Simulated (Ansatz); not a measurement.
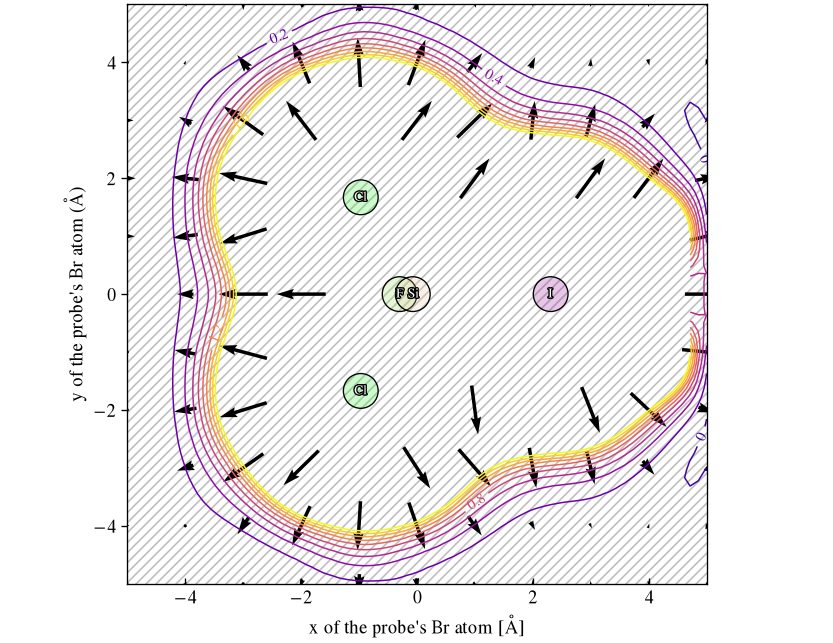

Energy landscape of Cl₂FISi (SMILES F[Si](Cl)(Cl)I) with the probe Br-. 
- The probe is moved over the molecule's main plane.
- The first coordinate is: x of the probe's Br atom; the second: y of the probe's Br atom.
- Nothing is relaxed (molecule and probe rigid).
- Grid: 11 × 11 points; 48 points were computed and 43 follow by symmetry. At 30 points there is no value (left out of the scan, as a rule where atoms come close).
- Points are written as (first, second).
- Energies are in eV, from the lowest grid point.
- Theory: Ansatz 0.2.0, RHF/def2-SVPD.

Drawn: contour lines labelled in eV (none above 1.8), arrows along the force (downhill), their lengths compressed, labelled circles for the molecule's atoms, projected on the plane, hatched blanks where no value was computed. Between grid points the surface is interpolated. 

> Summarise what can be read from the map.

The lowest grid point is at (5 Å, −3 Å). It lies at the edge of the scanned range, so the true minimum may lie outside. The energy also falls towards the edge at (−3 Å, −5 Å) [nearest 1 Cl at 3.96 Å] (0.10 eV above the lowest) and (−3 Å, 5 Å) [nearest 1 Cl at 3.96 Å] (0.10 eV above the lowest), where a further well may lie outside the range. The highest grid point, (−2 Å, 0 Å) [nearest 1 Si at 1.93 Å], lies 16.22 eV above the lowest.

The values on the grid:

```
y of the probe's Br atom ↓, x of the probe's Br atom →    −5    −4    −3     −2    −1      0      1     2     3     4     5
                                                     5  0.16  0.13  0.10   0.12  0.17   0.16   0.12  0.10  0.11  0.11  0.12
                                                     4  0.14  0.12  0.25   1.10  2.19   1.44   0.38  0.12  0.09  0.07  0.07
                                                     3  0.14  0.20  1.64  10.25     –  13.43   2.67  0.98  0.66  0.17  0.00
                                                     2  0.14  0.38  4.86      –     –      –  11.27     –  8.24  1.81  0.02
                                                     1  0.13  0.36  4.49      –     –      –      –     –     –     –  0.35
                                                     0  0.12  0.24  2.35  16.22     –      –      –     –     –     –  0.65
                                                    −1  0.13  0.36  4.49      –     –      –      –     –     –     –  0.35
                                                    −2  0.14  0.38  4.86      –     –      –  11.27     –  8.24  1.81  0.02
                                                    −3  0.14  0.20  1.64  10.25     –  13.43   2.67  0.98  0.66  0.17  0.00
                                                    −4  0.14  0.12  0.25   1.10  2.19   1.44   0.38  0.12  0.09  0.07  0.07
                                                    −5  0.16  0.13  0.10   0.12  0.17   0.16   0.12  0.10  0.11  0.11  0.12
```

The input of one point:

```yaml
crystal:
  periodic: [false, false, false]
  atoms:
    - { symbol: F, position_ang: [-0.298335, 1.0e-06, -1.64704] }
    - { symbol: Si, position_ang: [-0.07121, 0.0, -0.069842] }
    - { symbol: Cl, position_ang: [-0.969478, -1.671092, 0.680261] }
    - { symbol: Cl, position_ang: [-0.969481, 1.67109, 0.680262] }
    - { symbol: I, position_ang: [2.308503, 1.0e-06, 0.356359] }
    - { symbol: Br, position_ang: [5.0, -3.0, 0.0] }
total_charge: -1
basis:
  gaussian: { orbitals: def2-SVPD }
hamiltonian:
  xc: hf
output:
  forces: true
```

Each point was launched as `ansatz run input.yaml --threads 1 --pin off --max-ram 2560MiB --backend cpu --events-out ev --progress --plain --runs-dir out`. Time for the 48 points that were run: 26 min on 1 thread of Arm Neoverse N1, with other jobs on the host.
